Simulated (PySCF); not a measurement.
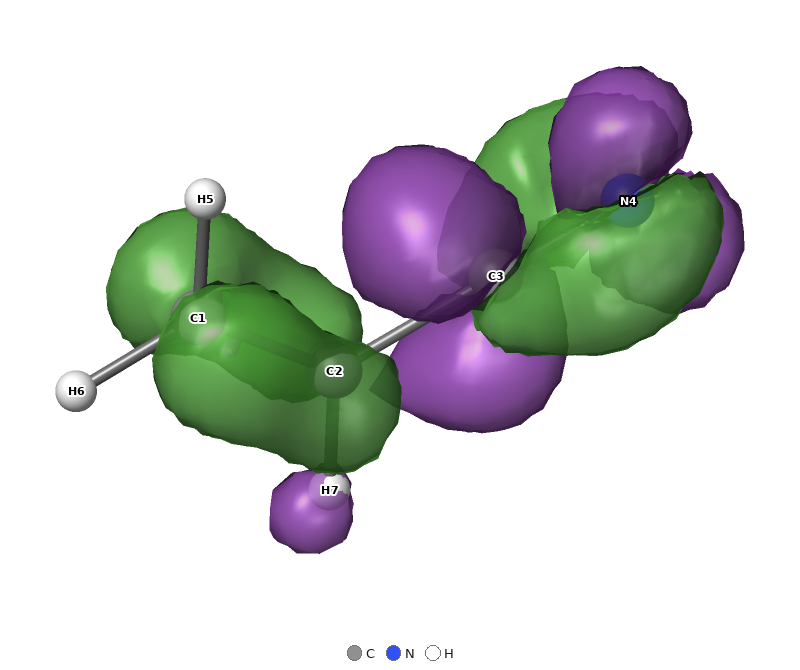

Figure. C$_{3}$H$_{3}$N, SMILES `C=CC#N`. Unrelaxed difference density of S₃ less the ground state (full linear response singlet states), ±0.04 e/Å³; purple: gain, green: loss.

Level of theory: CAM-B3LYP/cc-pVTZ (PySCF), at a geometry from GFN2-xTB. No frequency check shows the geometry to be a minimum. Without diffuse functions Rydberg states are missing, so the states' numbers hold for this basis only.

Input

```python
import numpy as np
from pyscf import gto, scf, dft, tdscf
from pyscf.scf import atom_ks, atom_hf
from scipy.linalg import block_diag

def solve(mol, dm0=None, hcore=None):
    mf = (dft.UKS if mol.spin else dft.RKS)(mol, xc='camb3lyp')
    mf.grids.level = 3
    mf = mf.density_fit(auxbasis='def2-universal-jkfit')
    mf.conv_tol, mf.max_cycle = 1e-8, 80
    if hcore is not None:
        mf.get_hcore = lambda *args: hcore
    mf.kernel(dm0)
    if not mf.converged:
        mf = mf.newton().run(mf.mo_coeff, mf.mo_occ, max_cycle=30)
    assert mf.converged, 'SCF not converged'
    return mf

mol = gto.M(atom='''
C      1.58654    -0.35619     0.00000
C      0.57704     0.50649     0.00000
C     -0.77267     0.09480     0.00000
N     -1.87230    -0.22913     0.00000
H      1.41936    -1.42087     0.00000
H      2.61078    -0.02401     0.00000
H      0.73055     1.57825     0.00000
''', basis='cc-pvtz', charge=0, spin=0, verbose=4)
mf = solve(mol)
td = mf.TDDFT()
td.nstates, td.singlet, td.conv_tol = 4, True, 1e-5
td.kernel()
td.analyze()
x, y = np.array([p[0] for p in td.xy]), np.array([p[1] + 0 * p[0] for p in td.xy])
f, mu = td.oscillator_strength(), td.transition_dipole()
nto = [td.get_nto(state=i + 1, verbose=4) for i in range(len(td.e))]
# spherically averaged free atoms, for the promolecule
atm = atom_ks.get_atm_nrks(mol, xc='camb3lyp')
pro = block_diag(*[(atm[a[0]][2] * atm[a[0]][3]) @ atm[a[0]][2].T for a in mol._atom])
np.savez('result.npz', e=td.e, f=f, ok=td.converged, w=[n[0] for n in nto], nto=[n[1] for n in nto], x=x, y=y, c=mf.mo_coeff, occ=mf.mo_occ, eps=mf.mo_energy, pro=pro, mu=mu)
```

Run with:

```sh
OMP_NUM_THREADS=1 python input.py
```

The run took 4.1 min on 1 thread of Intel(R) Xeon(R) 6975P-C (Granite Rapids) (shared host), peak memory 0.86 GiB.

Question: How does the charge move on excitation?

Answer: 0.74 e is displaced in all, of which about 0.2 e passes between atoms: C1 (0.16 e) and C2 (0.06 e) lose electrons and C3 (0.12 e) and H7 (0.08 e) gain them. The state: 7.24 eV (171 nm), f = 0.002 (very weak); the leading pair carries 97 %; hole on N4 (35 %), C1 (23 %) and C3 (19 %), electron on N4 (33 %), C3 (30 %) and C2 (12 %); their centroids lie 0.3 Å apart.
